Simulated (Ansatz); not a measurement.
# CH6O2Si: what the fields show

Input file:

```
crystal:
  periodic: [false, false, false]
  atoms:
    - { symbol: Si, position_ang: [0.0, 0.0, 0.0] }
    - { symbol: C, position_ang: [0.0, 0.0, 1.87] }
    - { symbol: H, position_ang: [-0.9996, -0.3092, 2.2405] }
    - { symbol: H, position_ang: [0.7676, -0.7111, 2.2405] }
    - { symbol: H, position_ang: [0.232, 1.0203, 2.2405] }
    - { symbol: H, position_ang: [1.3768, 0.0, -0.4862] }
    - { symbol: O, position_ang: [-0.7913, 1.3709, -0.5594] }
    - { symbol: H, position_ang: [-1.7491, 1.1401, -0.7818] }
    - { symbol: O, position_ang: [-0.7913, -1.3709, -0.5594] }
    - { symbol: H, position_ang: [-1.2459, -1.8365, 0.2129] }
basis:
  gaussian: { orbitals: "6-31G" }
hamiltonian:
  xc: r2scan
relax:
  f_tol: 0.02
  max_steps: 40
output:
  orbitals: {}
```

Command:

```sh
ansatz run input.yaml --threads 1 --pin off --max-ram 2048MiB --backend cpu --events-out ev --progress --plain --runs-dir out
```

The fields are those of the run's last geometry, not of the input's.

Computed with Ansatz 0.2.0, RKS r2SCAN/6-31G.

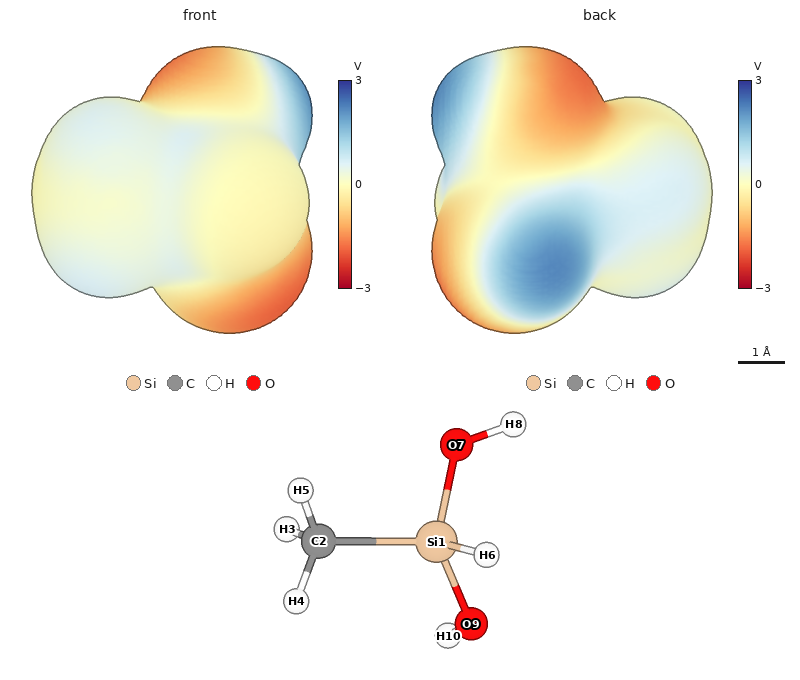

Figure 1. The electrostatic potential painted on the density surface at 0.001 e/bohr³, seen from the front and from behind; red is negative and blue positive. The bare structure is drawn below in the same view.

Question: Describe the electrostatic potential map.

Answer: The most negative region (about −1.8 V) lies over O9, the most positive (about +2.1 V) over H8 and H10. O9 is the likeliest acceptor of a hydrogen bond.

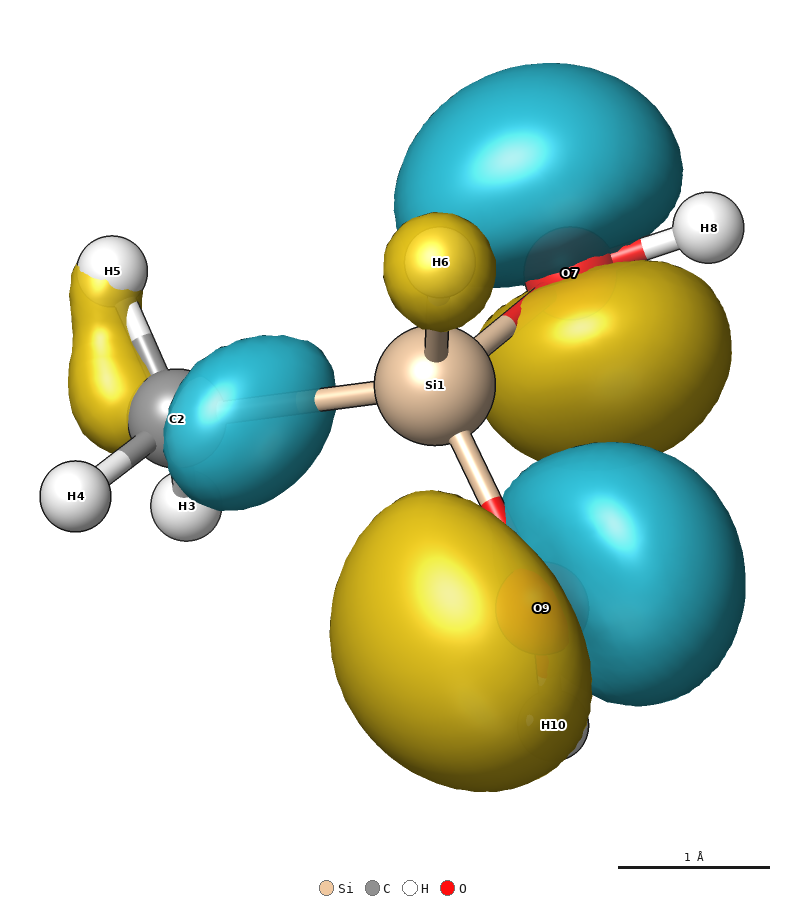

Figure 2. The HOMO at ±0.1 Å⁻³ᐟ² (yellow and cyan are the two phases), seen at a tilt.

Question: Where does this orbital lie, and at what energy?

Answer: Its weight (Hirshfeld) is mainly on O9 (about 45 %) and O7 (about 35 %); largely a combination of lone pairs on O9 and O7. Its energy is −7.09 eV.

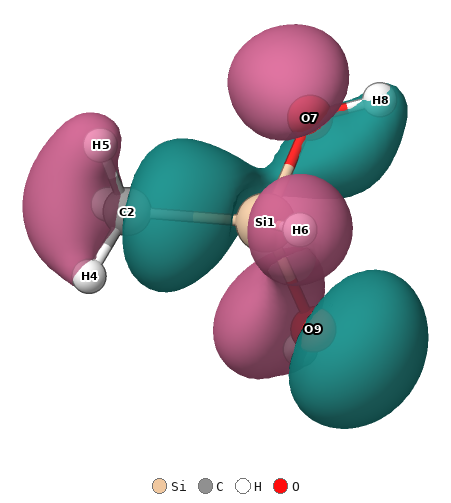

Figure 3. The HOMO−1 at ±0.08 Å⁻³ᐟ² (teal and pink are the two phases), seen at a tilt.

Question: Where does this orbital lie, and at what energy?

Answer: It lies mainly on O9 (about 45 %), O7 (about 15 %), C2 (about 15 %) and Si1 (about 10 %). Its energy is −7.31 eV.
